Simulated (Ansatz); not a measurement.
**doublet CH4BFO+ at 5 levels**

Wanted: a comparison of 5 runs (UHF/STO-3G, UHF/3-21G, UB3LYP/6-31G*, UCCSD/def2-SVPD, UCCSD(T)/def2-SVPD) of doublet CH4BFO+. 

The results are computed with Ansatz 0.2.0.

93 further runs of the same task are left out: 93 set aside as unsound or not needed.

## Step 1: The molecule

The species is CH4BFO+ (8 atoms), meant as a doublet with charge +1. As SMILES of the parent species, `OCBF`. The coordinates come from a PBE0-D4/def2-TZVP relaxation. This is one conformer, not always the lowest. That shape belongs to the parent species and isn't relaxed for this state.

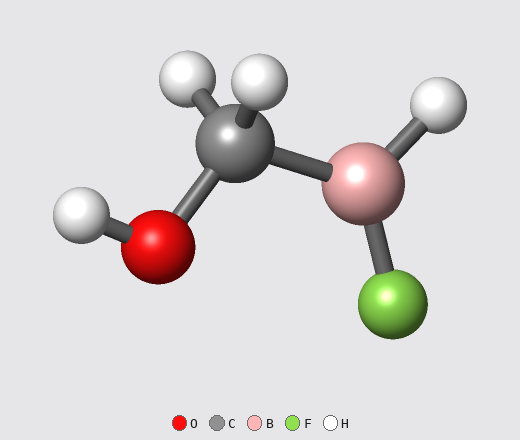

The structure, seen from a chosen angle (oxygen red, carbon grey, boron pink, fluorine green, hydrogen white).

## Step 2: The energy at UHF/STO-3G (run 1)

Input file job.yaml:

```yaml
crystal:
  periodic: [false, false, false]
  atoms:
    - {symbol: O, position_ang: [-1.240500, 0.762600, -0.169300]}
    - {symbol: C, position_ang: [0.117900, 0.425000, -0.013600]}
    - {symbol: B, position_ang: [0.368600, -1.112000, 0.076000]}
    - {symbol: F, position_ang: [-0.622900, -1.976700, 0.007200]}
    - {symbol: H, position_ang: [-1.319100, 1.717500, -0.217300]}
    - {symbol: H, position_ang: [0.563100, 0.872000, 0.893700]}
    - {symbol: H, position_ang: [0.744200, 0.799800, -0.843400]}
    - {symbol: H, position_ang: [1.481000, -1.545400, 0.210800]}
basis:
  gaussian: {orbitals: STO-3G}
total_charge: 1
magnetization: {spin_polarized: true, initial_magnetization: 1}
hamiltonian: {xc: hf}
accuracy: high
output: {orbitals: {seedname: orbitals}}
```

Launch:

```
$ ansatz run job.yaml --threads 1 --pin off --max-ram 3480MiB --events-out events.jsonl --progress --plain --runs-dir runs
```

What it wrote:

```text
Warning: RAYON_NUM_THREADS=1 ignored (pool sized by the plan → 1); use --threads N
Functional definition: HF
  name "HF"
  exchange = exact_x
  correlation = 0
467 factors; integrals over basis functions are off by at most 5.0e-8 eV
mean field evaluation 1: about -6407.3621 eV, gradient 2.7e1 eV
mean field evaluation 2: about -6407.4970 eV, gradient 2.7e1 eV
mean field evaluation 4: about -6412.8048 eV, gradient 2.0e0 eV
mean field evaluation 8: about -6412.9118 eV, gradient 3.6e-1 eV
mean field evaluation 16: about -6413.0757 eV, gradient 3.9e-2 eV
mean field evaluation 32: about -6411.1566 eV, gradient 4.6e0 eV
mean field evaluation 64: about -6412.2869 eV, gradient 6.0e0 eV
mean field -6415.26291513 eV, -235.7565637098 hartree, gradient 1.9e-8 eV, S^2 0.757451; 1 other end points of the search recorded, 0 dependent functions left out
reference -6415.26291513 eV, -235.7565637098 hartree; 16, 15 occupied and 8, 9 virtual orbitals, 467 factors
Total energy: -6415.26291513 eV, -235.7565637098 hartree
```

It took 0.28 s on 1 thread of Arm Neoverse V2, shared host.

## Step 3: A single-point energy at UHF/3-21G (run 2)

Input file molecule.yaml:

```yaml
crystal:
  periodic: [false, false, false]
  atoms:
    - symbol: O
      position_ang: [-1.240500, 0.762600, -0.169300]
    - symbol: C
      position_ang: [0.117900, 0.425000, -0.013600]
    - symbol: B
      position_ang: [0.368600, -1.112000, 0.076000]
    - symbol: F
      position_ang: [-0.622900, -1.976700, 0.007200]
    - symbol: H
      position_ang: [-1.319100, 1.717500, -0.217300]
    - symbol: H
      position_ang: [0.563100, 0.872000, 0.893700]
    - symbol: H
      position_ang: [0.744200, 0.799800, -0.843400]
    - symbol: H
      position_ang: [1.481000, -1.545400, 0.210800]
basis:
  gaussian:
    orbitals: 3-21G.json
total_charge: 1
magnetization:
  spin_polarized: true
  initial_magnetization: 1
hamiltonian:
  xc: hf
accuracy: high
output: {orbitals: {seedname: orbitals}}
```

The basis set 3-21G is read from a file made from the Basis Set Exchange's data (not shown).

Launch:

```
$ ansatz run molecule.yaml --threads 1 --pin off --max-ram 3480MiB --events-out events.jsonl --progress --plain --runs-dir runs
```

What it wrote:

```text
Warning: RAYON_NUM_THREADS=1 ignored (pool sized by the plan → 1); use --threads N
Functional definition: HF
  name "HF"
  exchange = exact_x
  correlation = 0
989 factors; integrals over basis functions are off by at most 8.3e-9 eV
mean field evaluation 1: about -6457.1918 eV, gradient 3.7e1 eV
mean field evaluation 2: about -6457.1827 eV, gradient 3.7e1 eV
mean field evaluation 4: about -6462.3459 eV, gradient 2.4e0 eV
mean field evaluation 8: about -6462.4233 eV, gradient 4.0e-1 eV
mean field evaluation 16: about -6462.4447 eV, gradient 1.4e-1 eV
mean field evaluation 32: about -6464.3609 eV, gradient 1.7e-8 eV
mean field -6464.36085140 eV, -237.5608795877 hartree, gradient 2.3e-8 eV, S^2 0.758616; 0 other end points of the search recorded, 0 dependent functions left out
reference -6464.36085140 eV, -237.5608795877 hartree; 16, 15 occupied and 28, 29 virtual orbitals, 989 factors
Total energy: -6464.36085140 eV, -237.5608795877 hartree
```

It took 0.64 s on 1 thread of Arm Neoverse V2, shared host; peak memory 0.1 GiB.

Runs 3 to 4 aren't shown in full; the table further down has their settings and results.

## Step 4: A single-point energy at UCCSD(T)/def2-SVPD (run 5)

Input file in.yaml:

```yaml
basis:
  gaussian:
    orbitals: def2-SVPD
crystal:
  periodic: [false, false, false]
  atoms:
    - symbol: O
      position_ang: [-1.240500, 0.762600, -0.169300]
    - symbol: C
      position_ang: [0.117900, 0.425000, -0.013600]
    - symbol: B
      position_ang: [0.368600, -1.112000, 0.076000]
    - symbol: F
      position_ang: [-0.622900, -1.976700, 0.007200]
    - symbol: H
      position_ang: [-1.319100, 1.717500, -0.217300]
    - symbol: H
      position_ang: [0.563100, 0.872000, 0.893700]
    - symbol: H
      position_ang: [0.744200, 0.799800, -0.843400]
    - symbol: H
      position_ang: [1.481000, -1.545400, 0.210800]
total_charge: 1
magnetization:
  spin_polarized: true
  initial_magnetization: 1
correlation:
  method: ccsd_t
  frozen_orbitals: {B: 1, C: 1, F: 1, H: 0, O: 1}
accuracy: high
scf:
  omitted_lower_state_checks: [cluster_reference, increment]
```

Launch:

```
$ ansatz run in.yaml --threads 1 --pin off --max-ram 3480MiB --events-out events.jsonl --progress --plain --runs-dir runs
```

What it wrote, cut to the lines that bear on the results:

```text
Warning: RAYON_NUM_THREADS=1 ignored (pool sized by the plan → 1); use --threads N
Functional definition: HF
  name "HF"
[...]
2397 factors; integrals over basis functions are off by at most 3.6e-9 eV
[...]
mean field -6494.94568988 eV, -238.6848516706 hartree, gradient 2.6e-8 eV, S^2 0.761808; 6 other end points of the search recorded, 0 dependent functions left out
4 core orbitals not correlated: weight in the atoms' cores, before any rotation towards them, 1.000 or more for the frozen orbitals, at most 0.000 for the correlated occupied ones
reference -6494.94568988 eV, -238.6848516706 hartree; 12, 11 occupied and 102, 103 virtual orbitals, 2397 factors
second order -15.39354638 eV of doubles, -0.00000000 eV of singles
cycle   1  -15.95746887 eV  change   -5.6e-1 eV  update   1.0e-1
[...]
cycle  35  -16.58219926 eV  change    1.4e-9 eV  update  9.3e-10
perturbative correction -0.43987441 eV, -0.0161650863 hartree
Total energy: -6511.96776354 eV, -239.3104013398 hartree
Checks for a lower state left out: cluster_reference, increment
```

Run time: 3.6 min. Hardware: 1 thread of Arm Neoverse V2, shared host; peak memory 2.8 GiB.

## Step 5: All runs side by side

```tsv
run	level	frozen core orbitals	energy (Eh)	HOMO energy (eV)	LUMO energy (eV)	⟨S²⟩	wall time
1	UHF/STO-3G	–	-235.756564	-16.70	-4.47	0.757	0.28 s
2	UHF/3-21G	–	-237.560880	-18.81	-7.03	0.759	0.64 s
3	UB3LYP/6-31G* (spherical functions)	–	-240.063115	-14.90	-13.56	0.753	15 s
4	UCCSD/def2-SVPD	4	-239.294236	–	–	0.762	2.6 min
5	UCCSD(T)/def2-SVPD	4	-239.310401	–	–	0.762	3.6 min
```

## Step 6: Outcome

| quantity | value |
| --- | --- |
| run 5: total energy | -239.31040 Eh |
| run 5: correlation energy (4 core orbitals frozen) | -625.5 mEh |
| run 5: (T) correction | -16.17 mEh |
| run 5: ⟨S²⟩ of the reference determinant | 0.762 |
| run 5: T1 diagnostic | 0.028 |

**Reading.** In run 1 the basis is minimal, so the values are rough. All runs together took 6.4 min, the longest 3.6 min.
